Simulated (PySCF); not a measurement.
# BH3O (SMILES [H]B([H])O) at 6 levels

Wanted: a comparison of 6 runs (PBE0/STO-6G, r2SCAN/STO-6G, MP2/STO-6G, CCSDT/STO-6G, QCISD(T)/STO-6G, CISD/STO-6G) of BH3O. Input form: a Python script.

The results are computed with PySCF 2.14.0.

11 further runs of the same task are left out: 11 set aside as unsound or not needed.

## 1. The system as given

BH3O: 5 atoms, total charge 0, spin state singlet. SMILES: `[H]B([H])O`. The B1–H3 distance was set to 1.773 Å, away from the relaxed value. At this shape a bond of the SMILES string is far longer than usual.

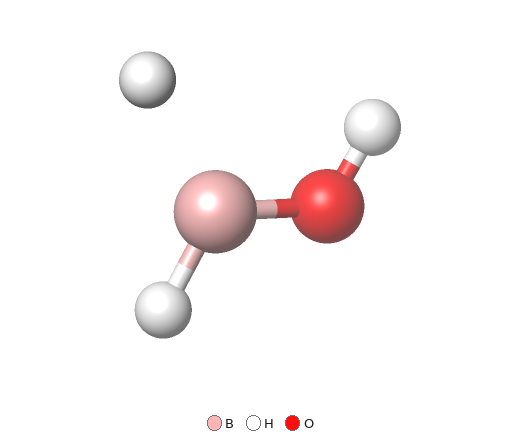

Viewed from a chosen angle; boron pink, hydrogen white, oxygen red.

## 2. The energy at PBE0/STO-6G (run 1)

Input file mol.xyz:

```xyz
5

B      0.622932    -0.171990    -0.122401
H      1.755512    -0.084430    -0.409511
H     -0.432910     1.251360    -0.080700
O      0.192542    -1.393170     0.160589
H     -0.730238    -1.499650     0.396419
```

Input file input.py:

```python
from pyscf import gto, dft

molecule = gto.M(
    atom='mol.xyz',
    max_memory=1860,
    spin=0,
    basis='sto-6g',
    verbose=3,
)

mf = dft.RKS(molecule)
mf.xc = 'pbe0'
mf.conv_tol = 1e-10
mf.grids.level = 5
mf.kernel()
if not mf.converged:
    mf = mf.newton().run(mf.mo_coeff, mf.mo_occ)

e_tot = mf.e_tot
print(f'total energy: {e_tot:.8f} hartree')
```

The run is started by

```sh
$ OMP_NUM_THREADS=1 python input.py
```

What it wrote:

```text
converged SCF energy = -101.304664866763
total energy: -101.30466487 hartree
```

Wall time 2.2 s (1 thread of Arm Neoverse V2, shared host); peak memory 0.17 GiB.

## 3. The energy at r2SCAN/STO-6G (run 2)

Input file start.xyz:

```xyz
5

B      0.622932    -0.171990    -0.122401
H      1.755512    -0.084430    -0.409511
H     -0.432910     1.251360    -0.080700
O      0.192542    -1.393170     0.160589
H     -0.730238    -1.499650     0.396419
```

Input file calc.py:

```python
from pyscf import gto, dft

mol = gto.M(
    atom='start.xyz',
    max_memory=1860,
    basis='sto-6g',
    spin=0,
    verbose=4,
)

myscf = dft.RKS(mol, xc='r2scan')
myscf.conv_tol = 1e-10
myscf.grids.level = 5
myscf.kernel()
if not myscf.converged:
    myscf = myscf.newton().run(myscf.mo_coeff, myscf.mo_occ)

e_tot = myscf.e_tot
print('E(%s) = %.9f' % ('R2SCAN', e_tot))
```

The run is started by

```sh
$ OMP_NUM_THREADS=1 python calc.py
```

What it wrote:

```text
PySCF version 2.14.0

[INPUT] num. atoms = 5
[INPUT] num. electrons = 16
[INPUT] charge = 0
[INPUT] spin (= nelec alpha-beta = 2S) = 0
[INPUT] symmetry False subgroup None
[INPUT] Mole.unit = angstrom
[INPUT] Symbol           X                Y                Z      unit          X                Y                Z       unit  Magmom
[INPUT]  1 B      0.622932000000  -0.171990000000  -0.122401000000 AA    1.177170874228  -0.325013996164  -0.231304367373 Bohr   0.0
[INPUT]  2 H      1.755512000000  -0.084430000000  -0.409511000000 AA    3.317436888387  -0.159549576697  -0.773863634997 Bohr   0.0
[INPUT]  3 H     -0.432910000000   1.251360000000  -0.080700000000 AA   -0.818081336585   2.364727683236  -0.152500898252 Bohr   0.0
[INPUT]  4 O      0.192542000000  -1.393170000000   0.160589000000 AA    0.363851647476  -2.632709744960   0.303469228618 Bohr   0.0
[INPUT]  5 H     -0.730238000000  -1.499650000000   0.396419000000 AA   -1.379949825750  -2.833927782704   0.749123340574 Bohr   0.0

nuclear repulsion = 29.6079496627796
number of shells = 9
number of NR pGTOs = 78
number of NR cGTOs = 13
basis = sto-6g
ecp = {}

******** <class 'pyscf.dft.rks.RKS'> ********
method = RKS
initial guess = minao
damping factor = 0
level_shift factor = 0
DIIS = <class 'pyscf.scf.diis.CDIIS'>
diis_start_cycle = 1
diis_space = 8
diis_damp = 0
SCF conv_tol = 1e-10
SCF conv_tol_grad = None
SCF max_cycles = 50
direct_scf = True
direct_scf_tol = 1e-13
XC library pyscf.dft.libxc version 7.0.0
    S. Lehtola, C. Steigemann, M. J.T. Oliveira, and M. A.L. Marques.,  SoftwareX 7, 1–5 (2018)
XC functionals = r2scan
    J. W. Furness, A. D. Kaplan, J. Ning, J. P. Perdew, and J. Sun.,  J. Phys. Chem. Lett. 11, 8208-8215 (2020)
    J. W. Furness, A. D. Kaplan, J. Ning, J. P. Perdew, and J. Sun.,  J. Phys. Chem. Lett. 11, 9248-9248 (2020)
    J. W. Furness, A. D. Kaplan, J. Ning, J. P. Perdew, and J. Sun.,  J. Phys. Chem. Lett. 11, 8208-8215 (2020)
    J. W. Furness, A. D. Kaplan, J. Ning, J. P. Perdew, and J. Sun.,  J. Phys. Chem. Lett. 11, 9248-9248 (2020)
radial grids:
    Treutler-Ahlrichs [JCP 102, 346 (1995); DOI:10.1063/1.469408] (M4) radial grids

becke partition: Becke, JCP 88, 2547 (1988); DOI:10.1063/1.454033
pruning grids: <function nwchem_prune>
grids dens level: 5
symmetrized grids: False
atomic radii adjust function: <function treutler_atomic_radii_adjust>
small_rho_cutoff = 0
Set gradient conv threshold to 1e-05
Initial guess from minao.
tot grids = 156760
init E= -101.395856584922
  HOMO = -0.248748176839077  LUMO = 0.00742863749166878  gap/eV = 6.97093
cycle= 1 E= -101.306123472949  delta_E= 0.0897  |g|= 0.459  |ddm|= 2.46
  HOMO = -0.0913608792551269  LUMO = 0.107819981295382  gap/eV = 5.41999
cycle= 2 E= -101.035968126802  delta_E= 0.27  |g|= 1.12  |ddm|= 1.61
  HOMO = -0.145184110638523  LUMO = 0.0906613632093949  gap/eV = 6.41768
cycle= 3 E= -101.375896103778  delta_E= -0.34  |g|= 0.0367  |ddm|= 1.12
  HOMO = -0.157237141812304  LUMO = 0.0862540776337399  gap/eV = 6.62573
cycle= 4 E= -101.376525886977  delta_E= -0.00063  |g|= 0.022  |ddm|= 0.126
  HOMO = -0.156234453361664  LUMO = 0.082448572923784  gap/eV = 6.49490
cycle= 5 E= -101.376769514938  delta_E= -0.000244  |g|= 0.00619  |ddm|= 0.0449
  HOMO = -0.156031023215965  LUMO = 0.082900967097123  gap/eV = 6.50167
cycle= 6 E= -101.376783995786  delta_E= -1.45e-05  |g|= 0.000481  |ddm|= 0.00821
  HOMO = -0.156062927585125  LUMO = 0.0828546767393832  gap/eV = 6.50128
cycle= 7 E= -101.376784071315  delta_E= -7.55e-08  |g|= 4.8e-05  |ddm|= 0.0006
  HOMO = -0.156057467709056  LUMO = 0.0828577423567092  gap/eV = 6.50121
cycle= 8 E= -101.376784072244  delta_E= -9.29e-10  |g|= 6.4e-06  |ddm|= 8.73e-05
  HOMO = -0.156058348882058  LUMO = 0.0828573390147119  gap/eV = 6.50123
cycle= 9 E= -101.37678407226  delta_E= -1.57e-11  |g|= 2.93e-07  |ddm|= 9.58e-06
  HOMO = -0.156058349931556  LUMO = 0.082857339979116  gap/eV = 6.50123
Extra cycle  E= -101.37678407226  delta_E= 1.71e-13  |g|= 5.34e-07  |ddm|= 9.98e-07
converged SCF energy = -101.37678407226
E(R2SCAN) = -101.376784072
```

It took 3.3 s on 1 thread of Arm Neoverse V2, shared host; peak memory 0.18 GiB.

Runs 3 to 5 aren't shown in full; the table further down has their settings and results.

## 4. A single-point energy at CISD/STO-6G (run 6)

Input file geometry.xyz:

```xyz
5

B      0.622932    -0.171990    -0.122401
H      1.755512    -0.084430    -0.409511
H     -0.432910     1.251360    -0.080700
O      0.192542    -1.393170     0.160589
H     -0.730238    -1.499650     0.396419
```

Input file calc.py:

```python
from pyscf import gto, ci

mol = gto.M(
    atom='geometry.xyz',
    max_memory=1860,
    basis='sto-6g',
    charge=0,
    verbose=4,
)

myscf = mol.RHF()
myscf.conv_tol = 1e-10
myscf.kernel()
if not myscf.converged:
    myscf = myscf.newton().run(myscf.mo_coeff, myscf.mo_occ)

cisd = ci.CISD(myscf, frozen=2)
cisd.kernel()
e_final = cisd.e_tot
print(f'total energy: {e_final:.8f} hartree')
```

The run is started by

```sh
$ OMP_NUM_THREADS=1 python calc.py
```

What it wrote:

```text
PySCF version 2.14.0

[INPUT] num. atoms = 5
[INPUT] num. electrons = 16
[INPUT] charge = 0
[INPUT] spin (= nelec alpha-beta = 2S) = 0
[INPUT] symmetry False subgroup None
[INPUT] Mole.unit = angstrom
[INPUT] Symbol           X                Y                Z      unit          X                Y                Z       unit  Magmom
[INPUT]  1 B      0.622932000000  -0.171990000000  -0.122401000000 AA    1.177170874228  -0.325013996164  -0.231304367373 Bohr   0.0
[INPUT]  2 H      1.755512000000  -0.084430000000  -0.409511000000 AA    3.317436888387  -0.159549576697  -0.773863634997 Bohr   0.0
[INPUT]  3 H     -0.432910000000   1.251360000000  -0.080700000000 AA   -0.818081336585   2.364727683236  -0.152500898252 Bohr   0.0
[INPUT]  4 O      0.192542000000  -1.393170000000   0.160589000000 AA    0.363851647476  -2.632709744960   0.303469228618 Bohr   0.0
[INPUT]  5 H     -0.730238000000  -1.499650000000   0.396419000000 AA   -1.379949825750  -2.833927782704   0.749123340574 Bohr   0.0

nuclear repulsion = 29.6079496627796
number of shells = 9
number of NR pGTOs = 78
number of NR cGTOs = 13
basis = sto-6g
ecp = {}

******** <class 'pyscf.scf.hf.RHF'> ********
method = RHF
initial guess = minao
damping factor = 0
level_shift factor = 0
DIIS = <class 'pyscf.scf.diis.CDIIS'>
diis_start_cycle = 1
diis_space = 8
diis_damp = 0
SCF conv_tol = 1e-10
SCF conv_tol_grad = None
SCF max_cycles = 50
direct_scf = True
direct_scf_tol = 1e-13
Set gradient conv threshold to 1e-05
Initial guess from minao.
init E= -100.793099769343
  HOMO = -0.226780416829093  LUMO = 0.197300557682079  gap/eV = 11.53983
cycle= 1 E= -100.77324249527  delta_E= 0.0199  |g|= 0.396  |ddm|= 2.36
  HOMO = -0.292222793910252  LUMO = 0.27289403648083  gap/eV = 15.37761
cycle= 2 E= -100.828212828168  delta_E= -0.055  |g|= 0.152  |ddm|= 0.665
  HOMO = -0.303375530153531  LUMO = 0.29944969330578  gap/eV = 16.40371
cycle= 3 E= -100.835654072131  delta_E= -0.00744  |g|= 0.0282  |ddm|= 0.192
  HOMO = -0.313442234026711  LUMO = 0.301317980182363  gap/eV = 16.72848
cycle= 4 E= -100.836133792482  delta_E= -0.00048  |g|= 0.00205  |ddm|= 0.0643
  HOMO = -0.31317134313038  LUMO = 0.299502142448328  gap/eV = 16.67169
cycle= 5 E= -100.836136494557  delta_E= -2.7e-06  |g|= 0.000397  |ddm|= 0.00436
  HOMO = -0.313253969552533  LUMO = 0.299851226933988  gap/eV = 16.68344
cycle= 6 E= -100.836136610586  delta_E= -1.16e-07  |g|= 0.000115  |ddm|= 0.000892
  HOMO = -0.313276230189803  LUMO = 0.299838934320237  gap/eV = 16.68371
cycle= 7 E= -100.836136621842  delta_E= -1.13e-08  |g|= 3.91e-05  |ddm|= 0.000288
  HOMO = -0.313271719272766  LUMO = 0.299845480871416  gap/eV = 16.68377
cycle= 8 E= -100.836136623035  delta_E= -1.19e-09  |g|= 4.87e-06  |ddm|= 0.000113
  HOMO = -0.313272136213152  LUMO = 0.299845831456708  gap/eV = 16.68379
cycle= 9 E= -100.836136623054  delta_E= -1.84e-11  |g|= 4.31e-07  |ddm|= 1.47e-05
  HOMO = -0.313272086733454  LUMO = 0.299845792081616  gap/eV = 16.68379
Extra cycle  E= -100.836136623054  delta_E= -1.99e-13  |g|= 1.48e-07  |ddm|= 7.32e-07
converged SCF energy = -100.836136623054

******** <class 'pyscf.ci.cisd.RCISD'> ********
CISD nocc = 6, nmo = 11
frozen orbitals 2
max_cycle = 50
direct = 0
conv_tol = 1e-09
max_cycle = 50
max_space = 12
lindep = 0
nroots = 1
Init t2, MP2 energy = -0.0998048878101924
RCISD converged
E(RCISD) = -100.962734101512  E_corr = -0.1265974784579083
total energy: -100.96273410 hartree
```

Run time: 0.68 s. Hardware: 1 thread of Arm Neoverse V2, shared host; peak memory 0.12 GiB.

## 5. Overview of the runs

| run | level | integration grid | frozen core orbitals | energy (Eh) | dipole moment (D) of the reference | HOMO energy (eV) | LUMO energy (eV) | wall time |
| --- | --- | --- | --- | --- | --- | --- | --- | --- |
| 1 | PBE0/STO-6G | 5 | – | -101.304665 | 1.90 | -5.29 | 3.17 | 2.2 s |
| 2 | r2SCAN/STO-6G | 5 | – | -101.376784 | 1.98 | -4.25 | 2.25 | 3.3 s |
| 3 | MP2/STO-6G | – | 2 | -100.935942 | 1.48 | -8.52 | 8.16 | 0.68 s |
| 4 | CCSDT/STO-6G | – | 2 | -100.975264 | 1.48 | -8.52 | 8.16 | 0.93 s |
| 5 | QCISD(T)/STO-6G | – | 2 | -100.975230 | 1.48 | -8.52 | 8.16 | 0.65 s |
| 6 | CISD/STO-6G | – | 2 | -100.962734 | 1.48 | -8.52 | 8.16 | 0.68 s |

## 6. Outcome

| quantity | value |
| --- | --- |
| run 6: total energy | -100.96273 Eh |
| run 6: dipole moment (Hartree–Fock density) | 1.48 D |
| run 6: HOMO energy (Hartree–Fock orbitals) | -8.52 eV |
| run 6: LUMO energy (Hartree–Fock orbitals) | 8.16 eV |
| run 6: HOMO–LUMO gap (Hartree–Fock orbitals) | 16.68 eV |
| run 6: correlation energy (2 core orbitals frozen) | -126.6 mEh |

**Reading.** Totals of different functionals can't be ranked against each other. In runs 1, 2, 3, 4, 5, 6 the basis is minimal, so the values are rough. All runs together took 8.5 s, the longest 3.3 s.
